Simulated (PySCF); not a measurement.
**SOF2 (thionyl fluoride) at PBE/aug-cc-pVDZ**

Aim: the vertical singlet–triplet gap of SOF2 (thionyl fluoride) at PBE/aug-cc-pVDZ, from 2 runs. 

The results are computed with PySCF 2.14.0.

1 further run of the same task is left out (set aside as unsound or not needed). Runs told in other sessions of the task aren't counted.

## Step 1: Starting point

SOF2: 4 atoms, total charge 0, spin state singlet. SMILES: `O=S(F)F`. The coordinates come from a PBE0-D4/def2-TZVP relaxation.

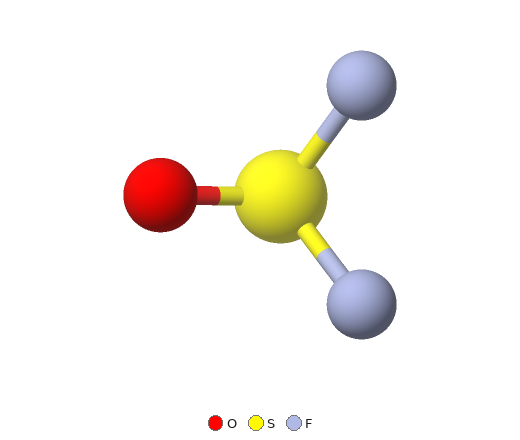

The structure, seen from a chosen angle (oxygen red, sulfur yellow, fluorine light blue).

## Step 2: The energy at PBE/aug-cc-pVDZ

run.py reads:

```python
# O=S(F)F
from pyscf import gto, dft

mol = gto.M(
    atom='O 0.932400 0.066600 -1.017800; S -0.151300 -0.426200 -0.245700; F -1.124400 0.804200 0.000400; F 0.343300 -0.444600 1.263100',
    max_memory=1860,
    verbose=4,
    basis='aug-cc-pvdz',
)

calc0 = dft.RKS(mol)
calc0.xc = 'pbe'
calc0.grids.level = 5
calc0.conv_tol = 1e-10
calc0.kernel()
if not calc0.converged:
    calc0 = calc0.newton().run(calc0.mo_coeff, calc0.mo_occ)

e_final = calc0.e_tot
print('E = %.10f Eh' % e_final)
```

Launch:

```console
$ OMP_NUM_THREADS=1 python run.py
```

Output:

```text
PySCF version 2.14.0

[INPUT] num. atoms = 4
[INPUT] num. electrons = 42
[INPUT] charge = 0
[INPUT] spin (= nelec alpha-beta = 2S) = 0
[INPUT] symmetry False subgroup None
[INPUT] Mole.unit = angstrom
[INPUT] Symbol           X                Y                Z      unit          X                Y                Z       unit  Magmom
[INPUT]  1 O      0.932400000000   0.066600000000  -1.017800000000 AA    1.761980638544   0.125855759896  -1.923363249582 Bohr   0.0
[INPUT]  2 S     -0.151300000000  -0.426200000000  -0.245700000000 AA   -0.285915562647  -0.805401274290  -0.464305708806 Bohr   0.0
[INPUT]  3 F     -1.124400000000   0.804200000000   0.000400000000 AA   -2.124808054461   1.519717749375   0.000755890450 Bohr   0.0
[INPUT]  4 F      0.343300000000  -0.444600000000   1.263100000000 AA    0.648742978563  -0.840172234982   2.386913067938 Bohr   0.0

[... 67 lines left out ...]
converged SCF energy = -672.680305448269
E = -672.6803054483 Eh
```

Wall time 16 s (1 thread of Arm Neoverse V1, shared host); peak memory 0.48 GiB.

## Step 3: The triplet, same level

mol.xyz reads:

```xyz
4
F2OS
O      0.932400     0.066600    -1.017800
S     -0.151300    -0.426200    -0.245700
F     -1.124400     0.804200     0.000400
F      0.343300    -0.444600     1.263100
```

job.py reads:

```python
from pyscf import gto, dft

molecule = gto.Mole()
molecule.atom = 'mol.xyz'
molecule.basis = 'aug-cc-pvdz'
molecule.spin = 2
molecule.verbose = 3
molecule.max_memory = 1860
molecule.build()

mf = dft.UKS(molecule)
mf.xc = 'pbe'
mf.conv_tol = 1e-10
mf.grids.level = 5
mf.kernel()
if not mf.converged:
    mf = mf.newton().run(mf.mo_coeff, mf.mo_occ)

etot = mf.e_tot
print('E = %.10f Eh' % etot)
```

Launch:

```console
$ OMP_NUM_THREADS=1 python job.py
```

Output:

```text
WARN: HOMO -0.0732628718164943 >= LUMO -0.325783046792224

WARN: HOMO -0.0971506894834846 >= LUMO -0.221916033425066

WARN: HOMO -0.112783947482687 >= LUMO -0.29421411644072

WARN: HOMO -0.106488593540949 >= LUMO -0.287058131414929

WARN: HOMO -0.108224522650755 >= LUMO -0.288514958485315

WARN: HOMO -0.107902603598066 >= LUMO -0.288847178896504

WARN: HOMO -0.107037305661082 >= LUMO -0.287757390866125

WARN: HOMO -0.107556394283588 >= LUMO -0.288199067318357

WARN: HOMO -0.107415860041304 >= LUMO -0.288015296605693

WARN: HOMO -0.107431815590171 >= LUMO -0.288030629679725

WARN: HOMO -0.10743472554136 >= LUMO -0.288033658480154

WARN: HOMO -0.107430609212739 >= LUMO -0.288031055405286

WARN: HOMO -0.107431284299473 >= LUMO -0.288031704581099

WARN: HOMO -0.10743113289975 >= LUMO -0.288031594736838

converged SCF energy = -672.481275176223  <S^2> = 2.0032736  2S+1 = 3.0021816
E = -672.4812751762 Eh
```

Wall time 28 s (1 thread of Arm Neoverse V1, shared host); peak memory 0.49 GiB.

## Step 4: Results

At PBE/aug-cc-pVDZ:

```
                                        quantity          value
                           singlet: total energy  -672.68031 Eh
                          singlet: dipole moment         1.53 D
                            singlet: HOMO energy       -8.18 eV
                            singlet: LUMO energy       -2.31 eV
                          singlet: HOMO–LUMO gap        5.87 eV
                           triplet: total energy  -672.48128 Eh
                          triplet: dipole moment         0.88 D
     triplet: HOMO energy (highest over α and β)       -2.92 eV
                                   triplet: ⟨S²⟩          2.003
vertical energy of the triplet above the singlet       5.416 eV
```

What this shows: At this shape the triplet lies 5.42 eV (125 kcal/mol) above the singlet.
